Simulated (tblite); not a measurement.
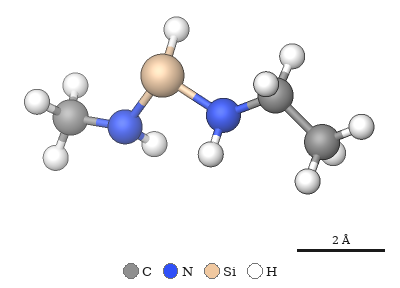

This is the input geometry for a relaxation of C3H11N2Si (multiplicity 2). The picture is a ball-and-stick view, seen at a tilt.

Method: tblite 0.8.0, GFN2-xTB geometry optimisation, gas phase.

```xyz
17

C     2.8880   -0.2441   -0.9026
C     1.9818    0.1373    0.2631
N     0.5994   -0.1233   -0.0565
Si   -0.7337    0.2259    0.9364
N    -1.9273   -0.2926   -0.1412
C    -3.3582   -0.0716    0.0187
H     3.9283   -0.0389   -0.6603
H     2.6312    0.3461   -1.7893
H     2.7927   -1.3078   -1.1468
H     2.2818   -0.4545    1.1545
H     2.1369    1.1910    0.5068
H     0.4799   -1.0784   -0.3918
H    -0.8432    1.6872    1.0368
H    -1.6420    0.0855   -1.0553
H    -3.7247   -0.5179    0.9491
H    -3.6017    0.9978    0.0432
H    -3.8962   -0.5297   -0.8057
```

What does the optimiser find from here?

The largest move after the best rigid fit is that of H15, 0.57 Å. By element the largest moves are H 0.57 Å, Si 0.28 Å, N 0.20 Å, C 0.20 Å. Some distances before and after: Si4–N5 1.690 → 1.721 Å, N3–Si4 1.699 → 1.725 Å, N5–C6 1.457 → 1.439 Å, N5–H14 1.030 → 1.013 Å. Bond angles that change, for instance: Si4–N5–H14 104.9° → 117.2°, Si4–N3–H12 107.0° → 118.0°, N5–Si4–H13 107.2° → 116.8°. Over 97 geometry steps the energy falls by 7.29 kcal/mol.

Final geometry:

```xyz
17

C     2.9877   -0.0877   -0.8230
C     1.9788   -0.0489    0.3204
N     0.6444   -0.2961   -0.1515
Si   -0.7455    0.3129    0.6682
N    -2.0722   -0.2850   -0.2503
C    -3.4300    0.0169    0.1179
H     3.9863    0.1302   -0.4528
H     2.7228    0.6470   -1.5793
H     2.9959   -1.0723   -1.2864
H     2.2763   -0.7779    1.0907
H     1.9853    0.9388    0.7860
H     0.5689   -1.1922   -0.6104
H    -0.5695    1.7733    0.7064
H    -1.9598   -0.3203   -1.2568
H    -3.5187   -0.0496    1.2003
H    -3.7414    1.0247   -0.1852
H    -4.1162   -0.7019   -0.3351
```

The end point in the same view:

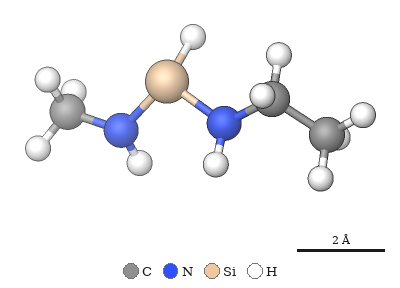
